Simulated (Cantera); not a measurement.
Input: 1 mol MgSO4, 1.7 mol H2, 8.1 mol CO2, 0.047 mol H2O, at 353 Torr.

These are equilibrium values from Cantera (NASA tables, ideal gas, pure condensed phases), not measurements of a reactor. Candidate condensed phases: C, C6H6, C7H8, C8H18, H2O, H2SO4, Mg, MgCO3, MgO, Mg(OH)2, MgS, MgSO4, S; 130 gas species. Gases not in the tables: S3 to S7. Kinetics and transport are ignored.

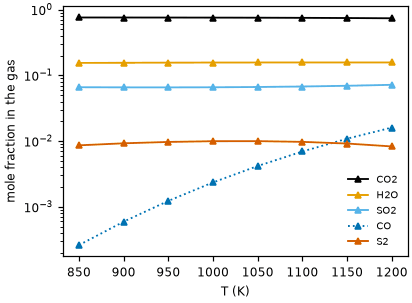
Fig. 1. Equilibrium gas composition (values under 1e-9 drawn at 1e-9)

From 850 K to 1200 K the condensed part is MgO(s).
